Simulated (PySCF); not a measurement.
**Run report: BN$_{2}$H$_{5}$, geometry relaxation (part 1 of 2)**

BN$_{2}$H$_{5}$, computed with B3LYP/6-31G*, RKS (PySCF 2.14.0).

The geometry comes from this level: PBE0-D4/def2-TZVP symmetrised. Figures and captions count atoms from 1; the log counts them from 0 in places.

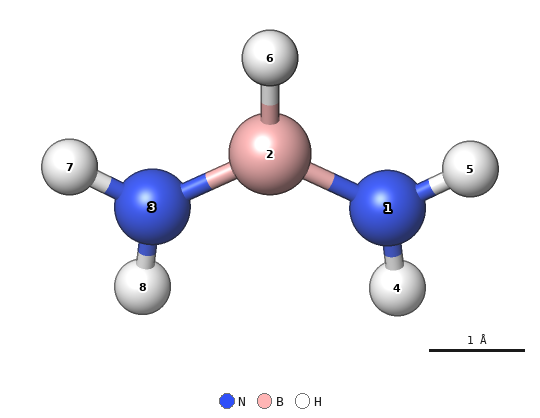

**Figure 1.** The structure as given in the input (ball-and-stick view, seen at a tilt; atoms are numbered from 1 in the order of the input). Bond lengths as drawn: B–H 1.20 Å, B–N 1.41 Å and H–N 1.00 Å.

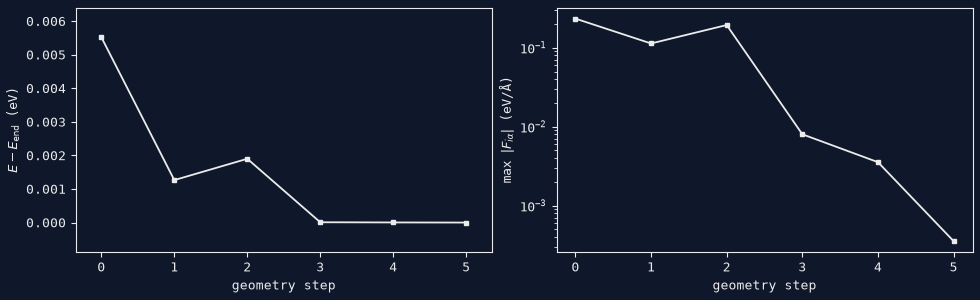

**Figure 2.** Progress of the relaxation, step by step (steps are counted from 0).

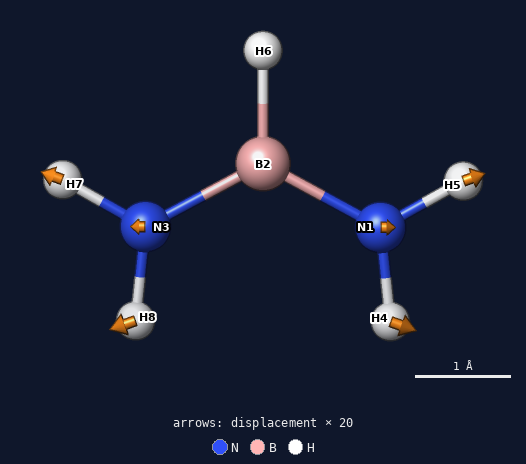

**Figure 3.** The starting structure with the displacements as orange arrows, magnified 20 times (ball-and-stick view, seen on its broad side). The two geometries are laid on each other by the best rigid fit. The largest moves after the best rigid fit, 0.015 Å, are those of H4 and H8. Largest moves by element: H 0.015 Å, N 0.008 Å, B 0.001 Å. Distances before and after: B2–N3 1.409 → 1.417 Å, N1–H4 1.005 → 1.010 Å. Over 5 geometry steps the energy falls by 0.006 eV. Largest force component: 0.23 eV/Å at the start, 0.00036 eV/Å at the end. (Atoms are counted from 1 in the order of the input.)

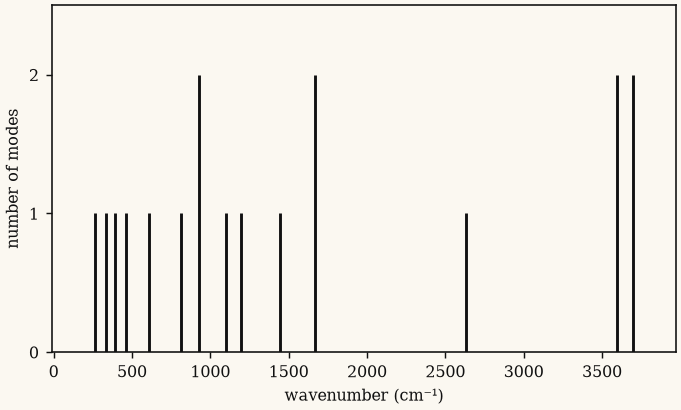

**Figure 4.** Harmonic vibrational wavenumbers from the force constants; neighbouring modes closer than 16 cm⁻¹ are counted in one stick. 18 modes from 262 to 3700 cm⁻¹, none imaginary.

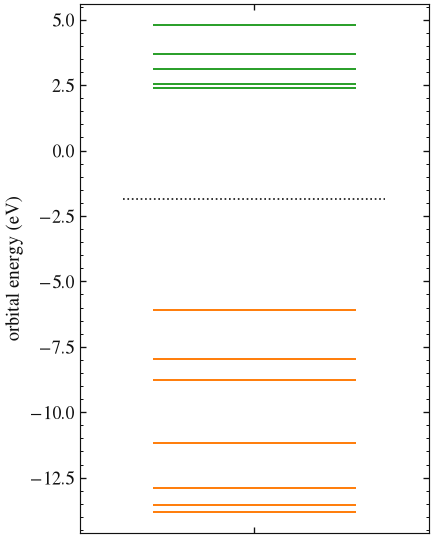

**Figure 5.** Orbital energies near the frontier; the dotted line parts filled from empty levels, and levels within 0.02 eV of each other stand side by side. Highest filled −6.10 eV, lowest empty 2.40 eV, 8.50 eV apart.

The input and output of the run follow.

## The input (input.py)
```python
import numpy
from pyscf import gto, dft, symm
from pyscf.hessian import thermo
from pyscf.geomopt.geometric_solver import kernel as optimise

system = gto.Mole()
system.atom = [
    ('N', (-0.980121, 0.528837, -0.571364)),
    ('B', (0.185066, 0.398919, 0.210238)),
    ('N', (0.839064, -0.832895, 0.411119)),
    ('H', (-1.435884, -0.232076, -1.043697)),
    ('H', (-1.432946, 1.413316, -0.703982)),
    ('H', (0.640566, 1.380919, 0.727738)),
    ('H', (1.667575, -0.907556, 0.970528)),
    ('H', (0.535847, -1.708023, 0.021225)),
]
system.spin = 0
system.verbose = 3
system.charge = 0
system.basis = '6-31g*'
system.max_memory = 1860
system.build()

myscf = dft.RKS(system, xc='b3lyp')
myscf.conv_tol = 1e-10
myscf.grids.level = 4
converged, mol_eq = optimise(myscf, maxsteps=80)
print('converged:', converged)
print(mol_eq.tostring())

myscf.reset(mol_eq)
system = mol_eq
myscf.kernel()
e_final = myscf.e_tot
print(f'total energy: {e_final:.8f} hartree')
hess = myscf.Hessian().kernel()
modes = thermo.harmonic_analysis(system, hess)
print('frequencies (1/cm)', numpy.round(modes['freq_wavenumber'], 1))
symm.geom.TOLERANCE = 1e-3  # for the symmetry number
th = thermo.thermo(myscf, modes['freq_au'], 298.15, 101325)
thermo.dump_thermo(system, th)
```

Launch command:
```bash
OMP_NUM_THREADS=1 python input.py
```

## Output
```
#|     Arguments passed to driver run_optimizer():      |#
customengine              <pyscf.geomopt.geometric_solver.PySCFEngine object>
maxiter                   80
----------------------------------------------------------
Custom engine selected.
Bonds will be generated from interatomic distances less than 1.20 times sum of covalent radii
24 internal coordinates being used (instead of 24 Cartesians)
Internal coordinate system (atoms numbered from 1):
Distance 1-2
Distance 1-4
Distance 1-5
Distance 2-3
Distance 2-6
Distance 3-7
Distance 3-8
Angle 2-1-5
Angle 4-1-5
Angle 1-2-6
Angle 3-2-6
Angle 2-3-8
Angle 7-3-8
Out-of-Plane 1-2-4-5
Out-of-Plane 2-1-3-6
Out-of-Plane 3-2-7-8
Dihedral 4-1-2-3
Dihedral 4-1-2-6
Dihedral 5-1-2-3
Dihedral 5-1-2-6
Dihedral 1-2-3-7
Dihedral 1-2-3-8
Dihedral 6-2-3-7
Dihedral 6-2-3-8
Translation-X 1-8
Translation-Y 1-8
Translation-Z 1-8
Rotation-A 1-8
Rotation-B 1-8
Rotation-C 1-8
<class 'geometric.internal.Distance'> : 7
<class 'geometric.internal.Angle'> : 6
<class 'geometric.internal.OutOfPlane'> : 3
<class 'geometric.internal.Dihedral'> : 8
<class 'geometric.internal.TranslationX'> : 1
<class 'geometric.internal.TranslationY'> : 1
<class 'geometric.internal.TranslationZ'> : 1
<class 'geometric.internal.RotationA'> : 1
<class 'geometric.internal.RotationB'> : 1
<class 'geometric.internal.RotationC'> : 1
> ===== Optimization Info: ====
> Job type: Energy minimization
> Maximum number of optimization cycles: 80
> Initial / maximum trust radius (Angstrom): 0.100 / 0.300
> Convergence Criteria:
> Will converge when all 5 criteria are reached:
>  |Delta-E| < 1.00e-06
>  RMS-Grad  < 3.00e-04
>  Max-Grad  < 4.50e-04
>  RMS-Disp  < 1.20e-03
>  Max-Disp  < 1.80e-03
> === End Optimization Info ===

Geometry optimization cycle 1
Cartesian coordinates (Angstrom)
 Atom        New coordinates             dX        dY        dZ
   N  -0.980121   0.528837  -0.571364    0.000000  0.000000  0.000000
   B   0.185066   0.398919   0.210238    0.000000  0.000000  0.000000
   N   0.839064  -0.832895   0.411119    0.000000  0.000000  0.000000
   H  -1.435884  -0.232076  -1.043697    0.000000  0.000000  0.000000
   H  -1.432946   1.413316  -0.703982    0.000000  0.000000  0.000000
   H   0.640566   1.380919   0.727738    0.000000 -0.000000  0.000000
   H   1.667575  -0.907556   0.970528    0.000000  0.000000  0.000000
   H   0.535847  -1.708023   0.021225    0.000000  0.000000  0.000000

WARN: Mole.unit (angstrom) is changed to Bohr

converged SCF energy = -137.436067863462
--------------- RKS_Scanner gradients ---------------
         x                y                z
0 N     0.0006727188    -0.0008459424     0.0002888532
1 B    -0.0019151067    -0.0041458465    -0.0021802857
2 N    -0.0009136871     0.0003347237    -0.0005618271
3 H     0.0025159228     0.0036228506     0.0024887434
4 H     0.0023959296    -0.0040841083     0.0008238466
5 H    -0.0000585631    -0.0001153134    -0.0000639016
6 H    -0.0039730503     0.0006839640    -0.0026156490
7 H     0.0012762958     0.0045502653     0.0018193651
----------------------------------------------
cycle 1: E = -137.436067863  dE = -137.436  norm(grad) = 0.0112085
Step    0 : Gradient = 3.963e-03/5.064e-03 (rms/max) Energy = -137.4360678635
Hessian Eigenvalues: 2.30000e-02 2.30000e-02 2.60074e-02 ... 4.68386e-01 4.72569e-01 4.72571e-01

Geometry optimization cycle 2
Cartesian coordinates (Angstrom)
 Atom        New coordinates             dX        dY        dZ
   N  -0.990745   0.536944  -0.576995   -0.010624  0.008107 -0.005631
   B   0.181346   0.391020   0.206057   -0.003720 -0.007899 -0.004181
   N   0.850875  -0.839888   0.417835    0.011811 -0.006993  0.006716
   H  -1.459333  -0.218814  -1.057173   -0.023449  0.013262 -0.013476
   H  -1.438372   1.430936  -0.704047   -0.005426  0.017620 -0.000065
   H   0.636474   1.373644   0.723418   -0.004092 -0.007275 -0.004320
   H   1.683538  -0.906890   0.981677    0.015963  0.000666  0.011149
   H   0.555346  -1.725562   0.031107    0.019499 -0.017539  0.009882
converged SCF energy = -137.436224347497
--------------- RKS_Scanner gradients ---------------
         x                y                z
0 N    -0.0004736621     0.0019846303     0.0000750472
1 B    -0.0011834925    -0.0022049600    -0.0012731228
2 N     0.0018411908     0.0006114468     0.0014052747
3 H     0.0000584535    -0.0000544606     0.0000292113
4 H    -0.0002991511     0.0001031117    -0.0001866185
5 H    -0.0000327435    -0.0001373314    -0.0000510675
6 H     0.0002620963    -0.0004625759     0.0000870114
7 H    -0.0001723591     0.0001613827    -0.0000861962
----------------------------------------------
cycle 2: E = -137.436224347  dE = -0.000156484  norm(grad) = 0.00427889
Step    1 : Displace = 1.949e-02/3.012e-02 (rms/max) Trust = 1.000e-01 (=) Grad = 1.513e-03/2.808e-03 (rms/max) E (change) = -137.4362243475 (-1.565e-04) Quality = 0.681
Hessian Eigenvalues: 2.30000e-02 2.30000e-02 2.60074e-02 ... 4.69141e-01 4.72561e-01 5.17116e-01

Geometry optimization cycle 3
Cartesian coordinates (Angstrom)
 Atom        New coordinates             dX        dY        dZ
   N  -0.983335   0.529237  -0.573363    0.007410 -0.007706  0.003632
   B   0.189868   0.408186   0.215505    0.008523  0.017165  0.009448
   N   0.841613  -0.836790   0.411999   -0.009261  0.003098 -0.005836
   H  -1.443869  -0.236133  -1.049933    0.015464 -0.017319  0.007240
   H  -1.441993   1.418039  -0.709116   -0.003621 -0.012897 -0.005069
   H   0.645541   1.390777   0.733234    0.009067  0.017134  0.009817
   H   1.675848  -0.913915   0.974836   -0.007690 -0.007026 -0.006842
   H   0.535420  -1.718106   0.018769   -0.019926  0.007455 -0.012338
converged SCF energy = -137.436201007831
--------------- RKS_Scanner gradients ---------------
         x                y                z
0 N     0.0006714278    -0.0023404719    -0.0000183281
1 B     0.0017975722     0.0037741201     0.0020219903
2 N    -0.0015980963    -0.0008414722    -0.0012790916
3 H    -0.0012877407    -0.0010963680    -0.0011183879
4 H    -0.0004118978     0.0012202301    -0.0000357858
5 H     0.0002767233     0.0006077763     0.0003163674
6 H     0.0010529358     0.0005340656     0.0008403385
7 H    -0.0005002440    -0.0018574622    -0.0007280563
----------------------------------------------
cycle 3: E = -137.436201008  dE = 2.33397e-05  norm(grad) = 0.00671106
Step    2 : Displace = 1.851e-02/2.459e-02 (rms/max) Trust = 1.000e-01 (=) Grad = 2.373e-03/4.644e-03 (rms/max) E (change) = -137.4362010078 (+2.334e-05) Quality = -0.259
Hessian Eigenvalues: 2.30000e-02 2.30000e-02 2.60074e-02 ... 4.69000e-01 4.72574e-01 5.52366e-01
```
